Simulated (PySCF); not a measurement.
## Electronic structure of C₃H₄FN in real space

```csv
atom,x (Å),y (Å),z (Å)
F,1.5236,0.5523,1.2068
C,1.2875,-0.2192,0.0979
C,-0.1178,-0.1869,-0.2918
N,-0.9777,-0.5974,-1.1093
C,-1.4540,0.3191,-0.0231
H,1.5943,-1.2449,0.3407
H,1.9189,0.1686,-0.7121
H,-2.0463,-0.1159,0.7704
H,-1.7149,1.3302,-0.3048
```

Geometry: GFN2-xTB.

Theory: PBE0/def2-SVPD, SCF density, gas phase in PySCF.

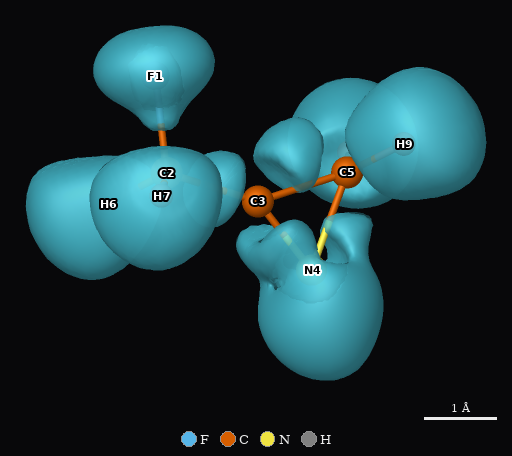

Figure 1. Isosurface of the ELF at 0.75 (cyan), seen at a tilt. Only the valence region is drawn (cores and ρ < 0.01 e/Å³ removed).

**Describe the localisation domains.**

At this value the surface marks out two regions between bonded C–C atoms (shared pairs), four regions around hydrogen nuclei, one region on F in which the atom's valence shell and bonds are merged and one region on N in which the atom's valence shell and bonds are merged.


C–N (1.26 Å): the ELF peaks at about 0.85 between the atoms (a multiple bond). C–F (1.37 Å): the ELF peaks at about 0.85 between the atoms; a polar covalent bond.

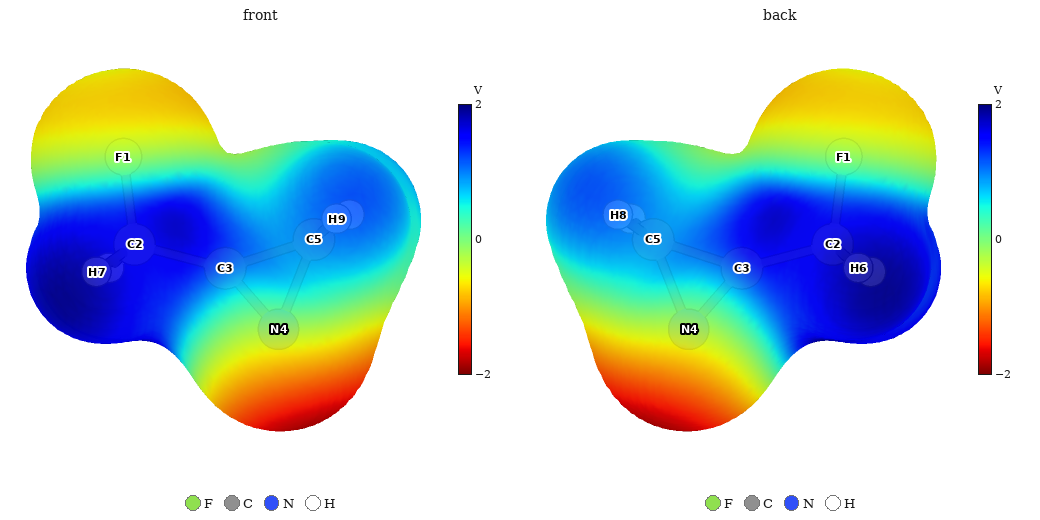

Figure 2. The molecular electrostatic potential painted on the density surface at 0.004 e/bohr³, seen from the front and from behind; the colour scale runs from red (negative) to blue (positive).

**Which sites attract a positive test charge, and which a negative one?**

A positive charge is drawn to the negative regions and a negative charge to the positive ones. The most negative region (about −1.8 V) lies over N4, the most positive (about +1.9 V) over C2, H6 and H7. N4 is the likeliest acceptor of a hydrogen bond.
